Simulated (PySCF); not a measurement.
**TbH3(NH3): other functionals and bases at one geometry**

How far do other levels of theory move the description of TbH3(NH3), and what does each cost? It is a constructed species; whether it can be made isn't addressed.

The runs use PySCF 2.14.0; several levels, as the steps say, no spin–orbit coupling.

1 further run of the same task is left out (for a known fault of the program).

## (1) The system as given

8 atoms, charge 0, spin multiplicity 1.

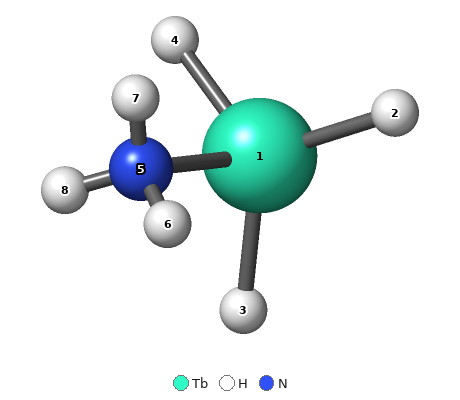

The structure; terbium teal, hydrogen white, nitrogen blue; atoms are numbered from 1 in the order of the file.

Geometry (Å):

| atom | x (Å) | y (Å) | z (Å) |
| --- | --- | --- | --- |
| Tb1 | 0.2342 | -0.2342 | 0.2342 |
| H2 | 1.2038 | 1.2827 | 1.2038 |
| H3 | -1.2827 | -1.2038 | 1.2038 |
| H4 | 1.2038 | -1.2038 | -1.2827 |
| N5 | -1.2107 | 1.2107 | -1.2107 |
| H6 | -1.8215 | 1.8215 | -0.6631 |
| H7 | -0.6631 | 1.8215 | -1.8215 |
| H8 | -1.8215 | 0.6631 | -1.8215 |

Formal oxidation states: Tb +3. Each metal's 8 4f electrons lie in its core potential, so multiplicities, spins and levels count the valence alone. An earlier session relaxed this geometry at PBE0, Tb lcecp-1-SVP with ECP54, H def2-SVP, N def2-SVP (singlet, point group C3v).

At PBE0 on the finer grid: E = -94.680166 Eh, HOMO -6.24 eV, LUMO -0.46 eV, Mulliken charge on Tb1 +0.61 e, largest force component 0.001 eV/Å. 

Levels to run: HF; BP86; PBE0, TZVP. Hardware: 2 threads of Arm Neoverse V2, shared host.

## (2) HF

Input file run.py (the lines that set the calculation):

```python
mol = gto.M(atom='''
Tb     0.23418    -0.23418     0.23418
H      1.20380     1.28274     1.20380
H     -1.28274    -1.20380     1.20380
H      1.20380    -1.20380    -1.28274
N     -1.21070     1.21070    -1.21070
H     -1.82145     1.82145    -0.66313
H     -0.66313     1.82145    -1.82145
H     -1.82145     0.66313    -1.82145''',
    basis={'Tb': 'lcecp-1-SVP', 'H': 'def2-SVP', 'N': 'def2-SVP'},
    ecp={'Tb': 'lcecp-1-SVP'},
    charge=0, spin=0)
mf = scf.RHF(mol)
mf = mf.density_fit()  # fitting sets: Tb AutoAux, H def2-universal-JKFIT, N def2-universal-JKFIT
mf.conv_tol = 1e-08; mf.max_cycle = 55
mf.kernel(dm0)  # dm0: the density of the relaxed state
```

On the command line:

```console
> OMP_NUM_THREADS=2 python run.py
```

Output:

```text
init E= -93.910559293888
  HOMO = -0.328633816630702  LUMO = 0.0731898518539878  gap/eV = 10.93418
cycle= 1 E= -93.9234203154793  delta_E= -0.0129  |g|= 0.0439  |ddm|= 0.383
  HOMO = -0.33850461743747  LUMO = 0.0671328945567895  gap/eV = 11.03796
cycle= 2 E= -93.9242739306879  delta_E= -0.000854  |g|= 0.0132  |ddm|= 0.0879
  HOMO = -0.338083175277603  LUMO = 0.0675486138103311  gap/eV = 11.03780
cycle= 3 E= -93.9243708131458  delta_E= -9.69e-05  |g|= 0.00582  |ddm|= 0.0236
  HOMO = -0.338403750141875  LUMO = 0.0674074956892364  gap/eV = 11.04269
cycle= 4 E= -93.9243885312062  delta_E= -1.77e-05  |g|= 0.00131  |ddm|= 0.0108
  HOMO = -0.338577430985781  LUMO = 0.0672642965442715  gap/eV = 11.04352
cycle= 5 E= -93.9243903317822  delta_E= -1.8e-06  |g|= 0.000321  |ddm|= 0.00491
  HOMO = -0.338548601339845  LUMO = 0.0672821366540492  gap/eV = 11.04322
cycle= 6 E= -93.92439044911  delta_E= -1.17e-07  |g|= 4.39e-05  |ddm|= 0.00145
  HOMO = -0.338553230482418  LUMO = 0.0672806122501281  gap/eV = 11.04330
cycle= 7 E= -93.9243904507542  delta_E= -1.64e-09  |g|= 9.78e-06  |ddm|= 0.00016
  HOMO = -0.338554134564333  LUMO = 0.0672787717222215  gap/eV = 11.04328
Extra cycle  E= -93.9243904508158  delta_E= -6.15e-11  |g|= 3.56e-06  |ddm|= 2.42e-05
converged SCF energy = -93.9243904508158
```

It took 1.1 s on 2 threads of Arm Neoverse V2, shared host.

It gives: E = -93.924390 Eh, HOMO -9.21 eV, LUMO 1.83 eV, Mulliken charge on Tb1 +1.04 e, largest force component 0.579 eV/Å. 

## (3) BP86

run.py (the lines that set the calculation), as its differences from that of step 2:

```diff
@@ -12,3 +12,4 @@
     charge=0, spin=0)
-mf = scf.RHF(mol)
+mf = dft.RKS(mol, xc='B88,P86')
+mf.grids.atom_grid = (75, 302)  # f atoms: unpruned, at least (60, 302)
 mf = mf.density_fit()  # fitting sets: Tb AutoAux, H def2-universal-JKFIT, N def2-universal-JKFIT
```

On the command line:

```console
> OMP_NUM_THREADS=2 python run.py
```

Output:

```text
init E= -94.8236807702214
  HOMO = -0.19014349476297  LUMO = -0.0588807018663706  gap/eV = 3.57184
cycle= 1 E= -94.8251638652656  delta_E= -0.00148  |g|= 0.0262  |ddm|= 0.218
  HOMO = -0.187575184872024  LUMO = -0.0492328987763645  gap/eV = 3.76449
cycle= 2 E= -94.8249458017144  delta_E= 0.000218  |g|= 0.0341  |ddm|= 0.129
  HOMO = -0.189301784561056  LUMO = -0.0550272487727762  gap/eV = 3.65380
cycle= 3 E= -94.825497151483  delta_E= -0.000551  |g|= 0.00205  |ddm|= 0.0739
  HOMO = -0.189293142592851  LUMO = -0.0551023464375744  gap/eV = 3.65152
cycle= 4 E= -94.8254977866718  delta_E= -6.35e-07  |g|= 0.000977  |ddm|= 0.00235
  HOMO = -0.189281122661912  LUMO = -0.055081154555668  gap/eV = 3.65177
cycle= 5 E= -94.8254979803264  delta_E= -1.94e-07  |g|= 0.000123  |ddm|= 0.000835
  HOMO = -0.189286430028537  LUMO = -0.0550847427566913  gap/eV = 3.65181
cycle= 6 E= -94.8254979847854  delta_E= -4.46e-09  |g|= 1.27e-05  |ddm|= 0.000151
  HOMO = -0.189289571115825  LUMO = -0.0550853294207103  gap/eV = 3.65188
Extra cycle  E= -94.8254979847916  delta_E= -6.17e-12  |g|= 1.23e-05  |ddm|= 3.29e-05
converged SCF energy = -94.8254979847916
```

Run time: 3.1 s. Hardware: 2 threads of Arm Neoverse V2, shared host.

Read off: E = -94.825498 Eh, HOMO -5.15 eV, LUMO -1.50 eV, Mulliken charge on Tb1 +0.46 e, largest force component 0.258 eV/Å. 

## (4) PBE0, TZVP

Basis: Tb lcecp-1-TZVP with ECP54, H def2-TZVP, N def2-TZVP. 

run.py (the lines that set the calculation), as its differences from that of step 3:

```diff
@@ -9,6 +9,6 @@
 H     -1.82145     0.66313    -1.82145''',
-    basis={'Tb': 'lcecp-1-SVP', 'H': 'def2-SVP', 'N': 'def2-SVP'},
-    ecp={'Tb': 'lcecp-1-SVP'},
+    basis={'Tb': 'lcecp-1-TZVP', 'H': 'def2-TZVP', 'N': 'def2-TZVP'},
+    ecp={'Tb': 'lcecp-1-TZVP'},
     charge=0, spin=0)
-mf = dft.RKS(mol, xc='B88,P86')
+mf = dft.RKS(mol, xc='PBE0')
 mf.grids.atom_grid = (75, 302)  # f atoms: unpruned, at least (60, 302)
@@ -16,2 +16,2 @@
 mf.conv_tol = 1e-08; mf.max_cycle = 55
-mf.kernel(dm0)  # dm0: the density of the relaxed state
+mf.kernel(dm0)  # dm0: free metal ions and neutral atoms
```

On the command line:

```console
> OMP_NUM_THREADS=2 python run.py
```

Output:

```text
init E= -96.5376837673698
  HOMO = -0.163112584544452  LUMO = -0.0933787837923272  gap/eV = 1.89755
cycle= 1 E= -94.0085093007342  delta_E= 2.53  |g|= 1.62  |ddm|= 1.94
  HOMO = -0.20923985101977  LUMO = -0.178648086947661  gap/eV = 0.83244
cycle= 2 E= -85.8937593347899  delta_E= 8.11  |g|= 4.24  |ddm|= 7.43
  HOMO = -0.274560250178372  LUMO = -0.062885294918038  gap/eV = 5.75997
cycle= 3 E= -94.6894802131588  delta_E= -8.8  |g|= 0.503  |ddm|= 7.25
  HOMO = -0.187792117196951  LUMO = -0.0443346373327174  gap/eV = 3.90368
cycle= 4 E= -94.7402683005514  delta_E= -0.0508  |g|= 0.153  |ddm|= 0.617
  HOMO = -0.230405889141765  LUMO = -0.03036824415004  gap/eV = 5.44330
cycle= 5 E= -94.7475428294162  delta_E= -0.00727  |g|= 0.0324  |ddm|= 0.251
  HOMO = -0.231226021125198  LUMO = -0.0251217803679106  gap/eV = 5.60838
cycle= 6 E= -94.7478702626301  delta_E= -0.000327  |g|= 0.00688  |ddm|= 0.0589
  HOMO = -0.230730994084884  LUMO = -0.0248428438068558  gap/eV = 5.60250
cycle= 7 E= -94.7478881040831  delta_E= -1.78e-05  |g|= 0.00143  |ddm|= 0.0137
  HOMO = -0.230577804094809  LUMO = -0.0248277832498172  gap/eV = 5.59874
cycle= 8 E= -94.7478887501395  delta_E= -6.46e-07  |g|= 0.000362  |ddm|= 0.00258
  HOMO = -0.230605084350837  LUMO = -0.0248659983984118  gap/eV = 5.59845
cycle= 9 E= -94.7478887863575  delta_E= -3.62e-08  |g|= 9.11e-05  |ddm|= 0.000445
  HOMO = -0.230608758579469  LUMO = -0.0248686189666788  gap/eV = 5.59847
cycle= 10 E= -94.7478887893169  delta_E= -2.96e-09  |g|= 1.36e-05  |ddm|= 0.000142
  HOMO = -0.2306027624076  LUMO = -0.024868408000125  gap/eV = 5.59832
Extra cycle  E= -94.7478887894243  delta_E= -1.07e-10  |g|= 7.16e-06  |ddm|= 3e-05
converged SCF energy = -94.7478887894243
```

Run time: 6.7 s. Hardware: 2 threads of Arm Neoverse V2, shared host.

It gives: E = -94.747889 Eh, HOMO -6.28 eV, LUMO -0.68 eV, Mulliken charge on Tb1 +0.82 e, largest force component 0.215 eV/Å. 

## (5) All levels side by side

| level | state | HOMO (eV) | gap (eV) | charge on Tb1 (e) | dipole (D) | largest force (eV/Å) | basis functions | time |
| --- | --- | --- | --- | --- | --- | --- | --- | --- |
| PBE0 (relaxed here) | singlet | -6.24 | 5.78 | 0.61 | 5.62 | 0.00 | 77 | 7.8 s |
| HF | singlet | -9.21 | 11.04 | 1.04 | 5.73 | 0.58 | 77 | 1.1 s |
| BP86 | singlet | -5.15 | 3.65 | 0.46 | 5.61 | 0.26 | 77 | 3.1 s |
| PBE0, TZVP | singlet | -6.28 | 5.60 | 0.82 | 5.50 | 0.21 | 114 | 6.7 s |

Times are on 2 threads of Arm Neoverse V2, shared host; the first row also made further properties.

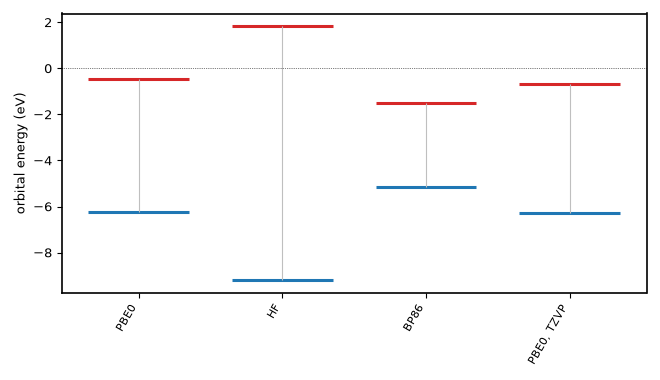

Highest filled and lowest empty level, method by method.

In one basis the HOMO–LUMO gap runs from 3.65 eV (BP86) to 11.04 eV (HF). The largest leftover force, 0.58 eV/Å with HF, stands at a geometry relaxed at another level. The Mulliken charge on Tb spans +0.46 to +1.04 e over the levels. With 4f in the core, its levels are missing from HOMO and gap. Total energies of different levels can't be compared. Spin–orbit coupling is left out throughout.
